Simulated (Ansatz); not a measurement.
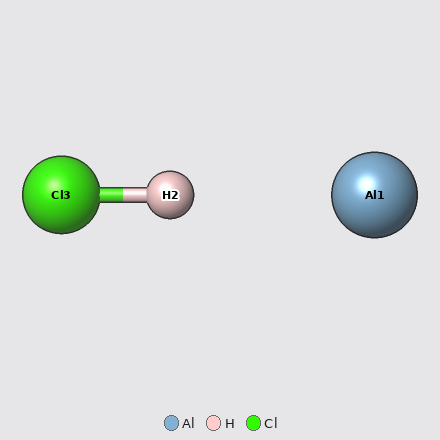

The system is Al + HCl, spin multiplicity 2; the picture shows the reference structure. First axis: distance Al1–H2. Second axis: distance H2–Cl3. Nothing is relaxed (the angle Al1–H2–Cl3 is fixed at 180 degrees). The scan uses a 17 × 17 grid. Points are written as (first, second). Energies: kJ/mol, counted from Al far from the relaxed HCl (each part in its own basis). Energies and slopes of some neighbouring points disagree (a jump in structure or state, or too coarse a mesh). Theory: Ansatz, UKS PBE0-D4/def2-SVPD.

Its coordinates:

```
atom    x (Å)   y (Å)   z (Å)
  Al  -2.5190  0.0000  0.0000
   H   0.0000  0.0000  0.0000
  Cl   1.3360  0.0000  0.0000
```

Range: distance Al1–H2 from 1.216 to 3.616 Å; distance H2–Cl3 from 1.064 to 3.464 Å.

Question: Predict the map.

Answer: The lowest grid point is at (2.519 Å, 1.336 Å), −30 kJ/mol from Al far from the relaxed HCl (each part in its own basis). The highest grid point, (1.216 Å, 1.064 Å), lies 581 kJ/mol above the lowest.

| distance H2–Cl3 ↓, distance Al1–H2 → | 1.216 | 1.377 | 1.612 | 1.887 | 2.191 | 2.519 | 2.867 | 3.234 | 3.616 |
| --- | --- | --- | --- | --- | --- | --- | --- | --- | --- |
| 3.271 | 288 | 166 | 112 | 130 | 179 | 236 | 289 | 328 | 350 |
| 2.896 | 272 | 150 | 97 | 113 | 161 | 217 | 270 | 314 | 339 |
| 2.539 | 252 | 129 | 74 | 89 | 134 | 188 | 238 | 280 | 310 |
| 2.200 | 229 | 105 | 46 | 55 | 95 | 143 | 187 | 222 | 249 |
| 1.883 | 218 | 86 | 18 | 16 | 44 | 81 | 114 | 141 | 162 |
| 1.593 | 243 | 97 | 7 | −16 | −8 | 10 | 29 | 45 | 58 |
| 1.336 | 345 | 175 | 52 | −6 | −27 | −30 | −26 | −19 | −13 |
| 1.129 | 468 | 299 | 170 | 103 | 65 | 45 | 39 | 39 | 42 |

The table holds every second grid line.

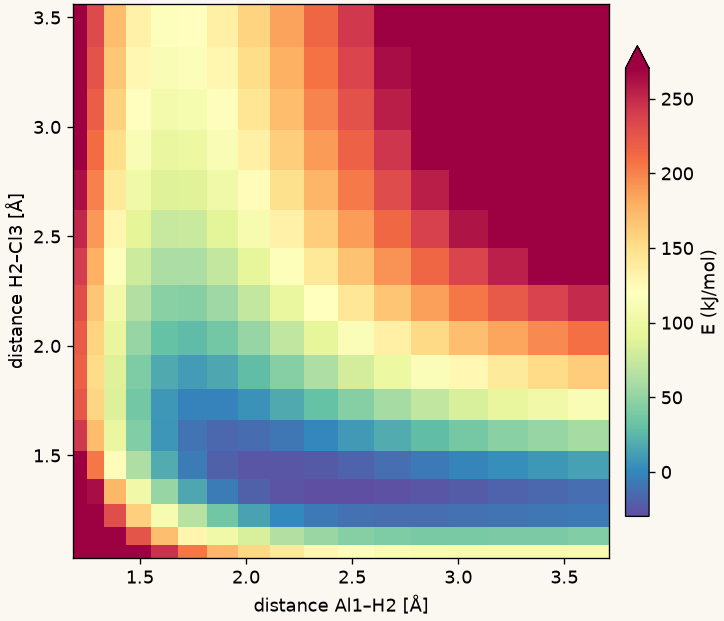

Drawn: one coloured cell a grid point, one colour for all values above the top of the scale.

Each point was launched as `ansatz run input.yaml --threads 1 --pin off --max-ram 2560MiB --backend cpu --events-out ev --progress --plain --runs-dir out`. The whole map (289 points run) took 19 min on 1 thread of Arm Neoverse V1, on a shared host.
